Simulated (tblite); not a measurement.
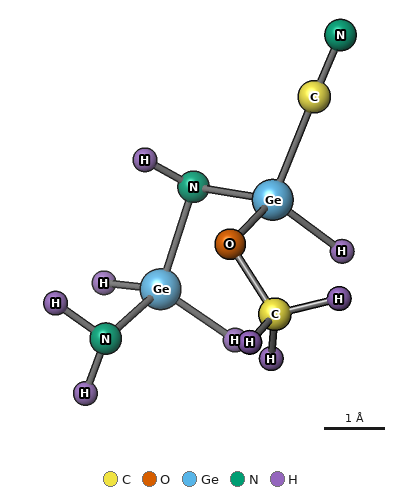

*The input geometry (ball-and-stick view, seen at a tilt). Sticks mark near contacts.*

Geometry relaxation of C2H9Ge2N3O (part 1 of 2)

C2H9Ge2N3O, computed with GFN2-xTB geometry optimisation, gas phase (tblite 0.8.0).

It belongs to a series of runs on one base structure; here: H on Ge replaced by OCH3.

**The input**
```
{"job": {"kind": "relax", "xc": "GFN2-xTB", "basis": "xTB"}, "charge": 0, "multiplicity": 1}
C     -1.181100    -1.840600    -0.322100
O     -1.043900    -0.557400    -0.895800
Ge    -1.161800     0.644800     0.445900
C     -2.702000     1.731400     0.140000
N     -3.637500     2.379400    -0.023800
N      0.341500     1.732800     0.449200
Ge     1.800800     0.652400     0.887700
N      2.154100    -0.531300    -0.501100
H     -0.376500    -2.052500     0.415000
H     -2.195700    -1.953500     0.153600
H     -1.114200    -2.594700    -1.131500
H     -1.314700    -0.046900     1.826500
H      0.489800     2.059000    -0.519700
H      3.051300     1.538200     1.123900
H      1.486700    -0.139200     2.186300
H      3.011100    -1.058000    -0.234300
H      2.385100     0.048200    -1.337200
```

The first line tells a small driver script what to run in tblite; the rest is the geometry in Å.

Launched with:
```bash
OMP_NUM_THREADS=1 python <driver script> task.json out
```

**The program's output**
```
step      E/eV     max force
  0    -694.02736    1.179
  1    -694.10656    2.939
  2    -694.15855    1.799
  3    -694.24170    0.542
  4    -694.27949    0.376
  5    -694.30837    0.589
  6    -694.33353    0.587
  7    -694.36725    0.486
  8    -694.40530    0.447
  9    -694.43950    0.423
 10    -694.45724    0.262
 11    -694.46685    0.230
 12    -694.47538    0.269
 13    -694.48565    0.317
 14    -694.49804    0.303
 15    -694.50946    0.291
 16    -694.51707    0.211
 17    -694.52245    0.178
 18    -694.52789    0.250
 19    -694.53500    0.342
 20    -694.54353    0.317
 21    -694.55074    0.162
 22    -694.55551    0.156
 23    -694.55980    0.225
 24    -694.56474    0.296
 25    -694.57014    0.266
 26    -694.57556    0.179
 27    -694.58080    0.225
 28    -694.58646    0.236
 29    -694.59310    0.247
 30    -694.60064    0.150
 31    -694.60370    0.152
 32    -694.60742    0.163
 33    -694.61217    0.167
 34    -694.61750    0.209
 35    -694.62164    0.147
 36    -694.62430    0.172
 37    -694.62707    0.164
 38    -694.63051    0.179
 39    -694.63460    0.138
 40    -694.63647    0.099
 41    -694.63782    0.107
 42    -694.63942    0.101
 43    -694.64185    0.153
 44    -694.64429    0.142
 45    -694.64586    0.088
 46    -694.64686    0.095
 47    -694.64785    0.091
 48    -694.64927    0.097
 49    -694.65046    0.094
 50    -694.65154    0.075
 51    -694.65254    0.061
 52    -694.65355    0.091
 53    -694.65440    0.077
 54    -694.65502    0.069
 55    -694.65552    0.078
 56    -694.65610    0.088
 57    -694.65684    0.103
 58    -694.65767    0.111
 59    -694.65837    0.071
 60    -694.65892    0.054
 61    -694.65948    0.086
 62    -694.66023    0.107
 63    -694.66117    0.103
 64    -694.66223    0.081
 65    -694.66328    0.087
 66    -694.66451    0.109
 67    -694.66591    0.122
 68    -694.66735    0.126
 69    -694.66841    0.072
 70    -694.66933    0.093
 71    -694.67020    0.149
 72    -694.67127    0.135
 73    -694.67218    0.102
 74    -694.67291    0.078
 75    -694.67362    0.069
 76    -694.67455    0.076
 77    -694.67552    0.095
 78    -694.67641    0.066
 79    -694.67709    0.060
 80    -694.67765    0.045
 81    -694.67815    0.062
 82    -694.67869    0.070
 83    -694.67937    0.072
 84    -694.68005    0.054
 85    -694.68040    0.030
 86    -694.68052    0.027
 87    -694.68070    0.028
 88    -694.68088    0.034
 89    -694.68107    0.035
 90    -694.68121    0.026
 91    -694.68133    0.030
 92    -694.68150    0.030
 93    -694.68173    0.033
 94    -694.68196    0.041
 95    -694.68217    0.038
 96    -694.68235    0.032
 97    -694.68255    0.040
 98    -694.68286    0.057
 99    -694.68328    0.069
100    -694.68373    0.072
101    -694.68418    0.059
102    -694.68458    0.058
103    -694.68489    0.052
104    -694.68520    0.050
105    -694.68559    0.042
106    -694.68640    0.037
107    -694.68666    0.038
108    -694.68703    0.038
109    -694.68727    0.040
110    -694.68751    0.036
111    -694.68775    0.046
112    -694.68789    0.034
113    -694.68798    0.022
114    -694.68807    0.028
115    -694.68818    0.028
116    -694.68828    0.025
117    -694.68840    0.021
118    -694.68848    0.023
119    -694.68854    0.020
120    -694.68858    0.018
121    -694.68865    0.021
122    -694.68874    0.020
123    -694.68885    0.024
124    -694.68893    0.019
125    -694.68899    0.021
126    -694.68905    0.019
127    -694.68912    0.019
128    -694.68918    0.021
129    -694.68922    0.018
130    -694.68925    0.010
131    -694.68928    0.010
132    -694.68931    0.012
133    -694.68935    0.015
134    -694.68937    0.013
135    -694.68940    0.011
136    -694.68943    0.009
```

**Trajectory as extended XYZ (Å, eV, eV/Å), 28 of the 137 frames kept, from step=0 to step=136**
```
17
Properties=species:S:1:pos:R:3:forces:R:3 step=0 energy=-694.02736
C    -1.1811   -1.8406   -0.3221   -0.4700  -0.9940  -0.2070
O    -1.0439   -0.5574   -0.8958   -0.2090   0.1130   0.9130
Ge   -1.1618    0.6448    0.4459    0.5260   0.2960   0.1190
C    -2.7020    1.7314    0.1400   -0.9190   0.7130  -0.1940
N    -3.6375    2.3794   -0.0238    0.6140  -0.4370   0.1020
N     0.3415    1.7328    0.4492    0.0840  -0.6220  -0.6870
Ge    1.8008    0.6524    0.8877    0.3580  -0.0960   0.3080
N     2.1541   -0.5313   -0.5011    0.9420   0.5390   0.1270
H    -0.3765   -2.0525    0.4150   -0.4680   0.0610  -0.3090
H    -2.1957   -1.9535    0.1536    0.8830  -0.0500  -0.2340
H    -1.1142   -2.5947   -1.1315    0.0370   0.4250   0.2780
H    -1.3147   -0.0469    1.8265    0.0270   0.1860  -0.4850
H     0.4898    2.0590   -0.5197   -0.1300   0.0520   0.6630
H     3.0513    1.5382    1.1239   -0.4410  -0.0320   0.0290
H     1.4867   -0.1392    2.1863    0.0800   0.2910  -0.5230
H     3.0111   -1.0580   -0.2343   -0.7610   0.3650  -0.5380
H     2.3851    0.0482   -1.3372   -0.1560  -0.8090   0.6370
17
Properties=species:S:1:pos:R:3:forces:R:3 step=5 energy=-694.30837
C    -1.1914   -1.8720   -0.3282   -0.1710  -0.2520  -0.0180
O    -1.0715   -0.5546   -0.8120   -0.1190   0.1280  -0.0960
Ge   -1.1469    0.6755    0.4544   -0.1390   0.0890  -0.0040
C    -2.7099    1.7549    0.1339    0.3820  -0.0670   0.0220
N    -3.6474    2.3832   -0.0264   -0.3790   0.2320  -0.0740
N     0.3697    1.6553    0.4245    0.0720   0.0730  -0.2340
Ge    1.8339    0.6560    0.9059    0.0840   0.1380   0.0350
N     2.1846   -0.4793   -0.4500    0.4570  -0.2130  -0.3050
H    -0.4075   -2.0690    0.3994    0.1430  -0.2480   0.1070
H    -2.1630   -1.9839    0.1543   -0.0680  -0.3200   0.0310
H    -1.1076   -2.5838   -1.1520    0.0170   0.2100  -0.0550
H    -1.3100   -0.0245    1.7800   -0.0100   0.0590   0.0620
H     0.4865    2.0867   -0.4906    0.0560   0.0930   0.2660
H     3.0095    1.5519    1.1354    0.0380   0.3510   0.1600
H     1.4927   -0.1152    2.1380   -0.0230  -0.0520   0.0330
H     2.9939   -1.0680   -0.2743   -0.1560  -0.0620  -0.0520
H     2.3774   -0.0014   -1.3298   -0.1840  -0.1590   0.1230
17
Properties=species:S:1:pos:R:3:forces:R:3 step=10 energy=-694.45724
C    -1.2162   -1.9254   -0.3155    0.0340   0.0350  -0.0330
O    -1.1696   -0.5707   -0.7400   -0.1650  -0.1860   0.0790
Ge   -1.1656    0.7236    0.4543    0.0790  -0.2080  -0.0210
C    -2.6976    1.8455    0.1119   -0.1100   0.0420  -0.0370
N    -3.6862    2.4021   -0.0396    0.1870  -0.0010  -0.0020
N     0.4092    1.5871    0.3770   -0.0070   0.1470   0.1550
Ge    1.9107    0.6857    0.9039   -0.0300  -0.0420  -0.0390
N     2.2828   -0.4746   -0.4271   -0.1070   0.0220   0.1040
H    -0.4113   -2.1762    0.3915   -0.0720   0.1480  -0.1870
H    -2.1732   -2.1512    0.1655    0.0450  -0.0550  -0.1230
H    -1.0966   -2.5174   -1.2208   -0.0430  -0.1320   0.0340
H    -1.3125    0.0287    1.7756   -0.0490   0.1260   0.2240
H     0.5202    2.1920   -0.4193    0.0550   0.1710  -0.0710
H     2.9795    1.7185    1.2167   -0.1150  -0.0160  -0.0090
H     1.4941   -0.1120    2.1042    0.1240   0.0240   0.0060
H     3.0069   -1.1643   -0.3217    0.1350  -0.0260   0.0130
H     2.3187   -0.0793   -1.3544    0.0380  -0.0490  -0.0910
17
Properties=species:S:1:pos:R:3:forces:R:3 step=15 energy=-694.50946
C    -1.2314   -1.9562   -0.3368   -0.0530  -0.0640  -0.0500
O    -1.2528   -0.5967   -0.7231   -0.0590   0.0440  -0.0600
Ge   -1.1555    0.7006    0.4626   -0.0560   0.2270   0.0910
C    -2.6822    1.8466    0.1007    0.1200  -0.1090   0.0150
N    -3.6553    2.4284   -0.0499    0.0850   0.0450  -0.0250
N     0.4109    1.6267    0.3948   -0.0740  -0.1240  -0.1280
Ge    1.9126    0.6947    0.8935   -0.0350   0.0120  -0.0600
N     2.2945   -0.4891   -0.4211    0.0580  -0.0320  -0.1260
H    -0.4076   -2.1632    0.3489    0.0290  -0.0510   0.0130
H    -2.1766   -2.2274    0.1377    0.0170  -0.0900   0.0310
H    -1.1044   -2.5542   -1.2402    0.0220   0.0540  -0.0200
H    -1.3267    0.0949    1.8475    0.0580   0.1170  -0.0930
H     0.5393    2.2562   -0.3932   -0.1080  -0.1470   0.2270
H     2.9352    1.7552    1.2312    0.0470   0.0020  -0.0570
H     1.5413   -0.1063    2.1023    0.0370  -0.0180   0.0260
H     3.0363   -1.1714   -0.3248   -0.0740   0.1740   0.1020
H     2.3153   -0.1266   -1.3677   -0.0130  -0.0400   0.1150
17
Properties=species:S:1:pos:R:3:forces:R:3 step=20 energy=-694.54353
C    -1.2524   -1.9872   -0.3550    0.0290  -0.0030   0.0370
O    -1.3567   -0.6136   -0.6832   -0.0450   0.0050   0.0890
Ge   -1.1685    0.7131    0.4753   -0.0410  -0.3050  -0.0740
C    -2.6525    1.8528    0.0863   -0.0740   0.1200  -0.0600
N    -3.6040    2.4662   -0.0706   -0.0400   0.1030  -0.0490
N     0.4026    1.5773    0.3814    0.0750  -0.0220   0.0530
Ge    1.9247    0.7030    0.8763    0.0310   0.0230   0.1440
N     2.3136   -0.4901   -0.4183   -0.0640  -0.0180   0.0750
H    -0.4087   -2.1867    0.3084    0.0570   0.0270   0.0290
H    -2.1674   -2.3419    0.1242   -0.0170   0.0160   0.0010
H    -1.1029   -2.5438   -1.2793   -0.0030   0.0680  -0.1010
H    -1.3156    0.1937    1.8751    0.0050  -0.0640   0.1250
H     0.5195    2.2974   -0.3116   -0.0600   0.0690  -0.0840
H     2.9094    1.8062    1.2265    0.0120  -0.0800  -0.1300
H     1.5918   -0.1045    2.0968    0.0280   0.0010  -0.0160
H     3.0622   -1.1522   -0.2932    0.0830   0.0230   0.0320
H     2.2978   -0.1775   -1.3765    0.0230   0.0370  -0.0710
17
Properties=species:S:1:pos:R:3:forces:R:3 step=25 energy=-694.57014
C    -1.2569   -2.0126   -0.3669   -0.0050   0.0480  -0.0170
O    -1.4420   -0.6372   -0.6473   -0.0150  -0.0010   0.0480
Ge   -1.1924    0.6739    0.4870   -0.0430   0.2410   0.1050
C    -2.6429    1.8702    0.0617   -0.0060   0.0100   0.0200
N    -3.5610    2.5319   -0.1045    0.0770   0.0210  -0.0410
N     0.3896    1.5433    0.3834   -0.1190   0.0210   0.0030
Ge    1.9239    0.7052    0.8834   -0.0610  -0.0280  -0.1440
N     2.3016   -0.5026   -0.4089    0.0390  -0.0290   0.0300
H    -0.3920   -2.1828    0.2826   -0.0480  -0.0300  -0.0910
H    -2.1566   -2.4070    0.1135    0.0900  -0.0890  -0.0260
H    -1.1027   -2.5147   -1.3247    0.0120  -0.0030   0.0820
H    -1.3053    0.2367    1.9284   -0.0610  -0.1190  -0.0270
H     0.4719    2.3105   -0.2675    0.0020  -0.0810   0.0060
H     2.9151    1.8027    1.1635    0.0860   0.0590  -0.0320
H     1.6391   -0.1087    2.1044   -0.0140   0.0020   0.0560
H     3.0995   -1.0997   -0.2523    0.0570  -0.0370  -0.0500
H     2.3042   -0.1969   -1.3736    0.0080   0.0170   0.0780
17
Properties=species:S:1:pos:R:3:forces:R:3 step=30 energy=-694.60064
C    -1.2675   -2.0285   -0.3836    0.0030  -0.0050   0.0440
O    -1.5586   -0.6546   -0.5590   -0.0190   0.0020   0.0250
Ge   -1.2446    0.6814    0.5401    0.0150  -0.1240   0.0090
C    -2.6359    1.9122    0.0396   -0.1060   0.0690   0.0720
N    -3.4985    2.6343   -0.1704    0.1350  -0.0570  -0.0330
N     0.3529    1.5069    0.3850    0.0670  -0.0310   0.0620
Ge    1.9170    0.7097    0.8687    0.0630  -0.0180   0.0620
N     2.3190   -0.5340   -0.3839    0.1150  -0.0420  -0.0090
H    -0.3786   -2.1952    0.2242    0.1100   0.0670   0.0540
H    -2.1124   -2.5332    0.0903   -0.0240   0.0190  -0.0090
H    -1.0980   -2.4715   -1.3651   -0.0270   0.0800  -0.0750
H    -1.3262    0.2361    1.9821   -0.1130  -0.0180  -0.0200
H     0.4179    2.3112   -0.2177    0.0050  -0.0200  -0.0640
H     2.9364    1.8215    1.0736   -0.1260  -0.0560  -0.0180
H     1.6912   -0.0981    2.1187   -0.0130   0.1300  -0.0300
H     3.1691   -1.0629   -0.2349   -0.0600   0.0090  -0.0120
H     2.3097   -0.2233   -1.3455   -0.0250  -0.0050  -0.0580
17
Properties=species:S:1:pos:R:3:forces:R:3 step=35 energy=-694.62164
C    -1.2601   -2.0288   -0.3837   -0.0070   0.0470  -0.0410
O    -1.6207   -0.6640   -0.5070    0.0020  -0.0060  -0.0160
Ge   -1.2699    0.6670    0.5779   -0.0160   0.0070   0.0220
C    -2.6371    1.9284    0.0665    0.0500   0.0050  -0.0250
N    -3.4372    2.6914   -0.2270    0.0580  -0.0500   0.0350
N     0.3399    1.4857    0.4106   -0.0390  -0.0320  -0.0420
Ge    1.9192    0.6983    0.8602   -0.0640   0.0010  -0.0260
N     2.3437   -0.5519   -0.3798   -0.0620   0.0020   0.0190
H    -0.3442   -2.1696    0.1999   -0.0910   0.0270  -0.0470
H    -2.0835   -2.5845    0.0758    0.1040   0.0400   0.0400
H    -1.1035   -2.4160   -1.3924    0.0450   0.0190   0.0100
H    -1.3887    0.2047    2.0082   -0.0370   0.0260   0.0490
H     0.3882    2.2736   -0.2208    0.0010  -0.1190   0.0200
H     2.9188    1.8102    1.0087    0.0400   0.1380   0.0320
H     1.7084   -0.0481    2.1348   -0.0130  -0.0260   0.0860
H     3.2095   -1.0506   -0.2309   -0.0010  -0.0140  -0.0510
H     2.3101   -0.2337   -1.3385    0.0310  -0.0630  -0.0660
17
Properties=species:S:1:pos:R:3:forces:R:3 step=40 energy=-694.63647
C    -1.2618   -2.0221   -0.4033    0.0550   0.0160   0.0200
O    -1.7029   -0.6797   -0.4535    0.0090   0.0320  -0.0200
Ge   -1.3027    0.6435    0.6207   -0.0340   0.0230   0.0220
C    -2.6092    1.9423    0.0752    0.0060   0.0100  -0.0650
N    -3.3521    2.7400   -0.2700   -0.0140   0.0070   0.0390
N     0.3152    1.4318    0.4225   -0.0080  -0.0430   0.0010
Ge    1.9172    0.6947    0.8546    0.0740   0.0050   0.0070
N     2.3550   -0.5681   -0.3783    0.0140  -0.0020   0.0250
H    -0.3320   -2.1354    0.1563    0.0910   0.0400  -0.0040
H    -2.0257   -2.6436    0.0679   -0.0380  -0.0040  -0.0400
H    -1.0980   -2.3580   -1.4285   -0.0310  -0.0080   0.0070
H    -1.4529    0.2202    2.0596    0.0030   0.0050   0.0420
H     0.3532    2.2211   -0.2039   -0.0370  -0.0310  -0.0590
H     2.8943    1.8475    0.9582   -0.0540   0.0050   0.0160
H     1.7384   -0.0083    2.1669    0.0370  -0.0340  -0.0450
H     3.2419   -1.0313   -0.2328   -0.0230  -0.0290   0.0140
H     2.3151   -0.2826   -1.3491   -0.0510   0.0080   0.0380
17
Properties=species:S:1:pos:R:3:forces:R:3 step=45 energy=-694.64586
C    -1.2433   -2.0024   -0.4059   -0.0100  -0.0110  -0.0350
O    -1.7171   -0.6713   -0.4410   -0.0020   0.0020   0.0140
Ge   -1.3256    0.6368    0.6528    0.0420  -0.0220  -0.0190
C    -2.5942    1.9481    0.0613   -0.0350   0.0250   0.0540
N    -3.3230    2.7629   -0.2730   -0.0360   0.0360  -0.0200
N     0.3037    1.3896    0.4267    0.0220   0.0420   0.0010
Ge    1.9273    0.6931    0.8564   -0.0810   0.0040   0.0050
N     2.3589   -0.5752   -0.3688    0.0180  -0.0100   0.0090
H    -0.2969   -2.0931    0.1346   -0.0300  -0.0080  -0.0340
H    -1.9962   -2.6445    0.0559    0.0400  -0.0110   0.0780
H    -1.1003   -2.3293   -1.4362    0.0570   0.0090  -0.0440
H    -1.4922    0.2169    2.0955    0.0020   0.0400  -0.0310
H     0.3230    2.1533   -0.2338    0.0040  -0.0440  -0.0180
H     2.8658    1.8750    0.9451   -0.0080   0.0020   0.0070
H     1.7612   -0.0041    2.1709    0.0550  -0.0360  -0.0100
H     3.2446   -1.0432   -0.2370    0.0030  -0.0260   0.0220
H     2.2974   -0.3005   -1.3411   -0.0420   0.0090   0.0200
17
Properties=species:S:1:pos:R:3:forces:R:3 step=50 energy=-694.65154
C    -1.2355   -1.9968   -0.4181    0.0440   0.0060   0.0380
O    -1.7355   -0.6755   -0.4245   -0.0420   0.0180  -0.0410
Ge   -1.3362    0.6333    0.6637   -0.0520   0.0540  -0.0060
C    -2.5946    1.9625    0.0690   -0.0330   0.0090   0.0170
N    -3.3095    2.7850   -0.2786    0.0260  -0.0350   0.0240
N     0.2970    1.3730    0.4309   -0.0360   0.0060   0.0070
Ge    1.9246    0.6927    0.8591    0.0090  -0.0300   0.0050
N     2.3660   -0.5793   -0.3561   -0.0430  -0.0070   0.0280
H    -0.2806   -2.0696    0.1067    0.0530  -0.0190  -0.0040
H    -1.9605   -2.6565    0.0641    0.0270  -0.0280  -0.0290
H    -1.0908   -2.3080   -1.4543   -0.0410   0.0030   0.0130
H    -1.5153    0.2376    2.1115    0.0120   0.0190  -0.0280
H     0.3087    2.1093   -0.2591    0.0430   0.0070  -0.0370
H     2.8364    1.8936    0.9408    0.0290   0.0090  -0.0030
H     1.7987   -0.0135    2.1695    0.0040  -0.0220   0.0470
H     3.2474   -1.0578   -0.2341   -0.0130   0.0250  -0.0010
H     2.2726   -0.3179   -1.3281    0.0140  -0.0160  -0.0290
17
Properties=species:S:1:pos:R:3:forces:R:3 step=55 energy=-694.65552
C    -1.2193   -1.9851   -0.4214   -0.0020  -0.0010  -0.0190
O    -1.7468   -0.6730   -0.4266    0.0150  -0.0090   0.0330
Ge   -1.3534    0.6356    0.6689    0.0140  -0.0020  -0.0150
C    -2.6043    1.9680    0.0827    0.0100  -0.0180  -0.0150
N    -3.3004    2.7996   -0.2784   -0.0620   0.0470   0.0060
N     0.2827    1.3707    0.4396    0.0260   0.0000  -0.0100
Ge    1.9133    0.6852    0.8679    0.0300   0.0120   0.0020
N     2.3525   -0.5894   -0.3476   -0.0150   0.0010  -0.0270
H    -0.2533   -2.0480    0.0867    0.0090   0.0370  -0.0240
H    -1.9252   -2.6597    0.0666    0.0070  -0.0240   0.0230
H    -1.0932   -2.2946   -1.4599    0.0050  -0.0020  -0.0130
H    -1.5285    0.2480    2.1148    0.0040  -0.0080   0.0160
H     0.3084    2.0668   -0.2932    0.0290  -0.0200   0.0140
H     2.8293    1.8902    0.9266   -0.0090  -0.0300   0.0100
H     1.8243   -0.0246    2.1836   -0.0370   0.0280  -0.0010
H     3.2433   -1.0509   -0.2270   -0.0160   0.0060   0.0140
H     2.2637   -0.3268   -1.3209   -0.0080  -0.0170   0.0060
17
Properties=species:S:1:pos:R:3:forces:R:3 step=60 energy=-694.65892
C    -1.2032   -1.9776   -0.4256    0.0130   0.0060  -0.0050
O    -1.7454   -0.6719   -0.4211   -0.0510   0.0010  -0.0020
Ge   -1.3566    0.6465    0.6641   -0.0070  -0.0050   0.0160
C    -2.6221    1.9765    0.0824    0.0510  -0.0160  -0.0060
N    -3.3257    2.8108   -0.2591   -0.0130  -0.0240   0.0210
N     0.2878    1.3669    0.4382   -0.0140   0.0000   0.0040
Ge    1.9150    0.6809    0.8771   -0.0450  -0.0190  -0.0130
N     2.3356   -0.5938   -0.3439    0.0220  -0.0170   0.0160
H    -0.2249   -2.0192    0.0597    0.0200  -0.0030  -0.0120
H    -1.8864   -2.6656    0.0790    0.0290   0.0290   0.0130
H    -1.0950   -2.2871   -1.4662    0.0000   0.0000  -0.0140
H    -1.5324    0.2594    2.1131    0.0070   0.0200  -0.0120
H     0.3345    2.0272   -0.3249   -0.0170   0.0330  -0.0160
H     2.8210    1.8890    0.9393    0.0370  -0.0130   0.0000
H     1.8232   -0.0275    2.1922   -0.0310   0.0180   0.0020
H     3.2238   -1.0583   -0.2222    0.0190  -0.0280   0.0050
H     2.2439   -0.3441   -1.3197   -0.0210   0.0190   0.0020
```
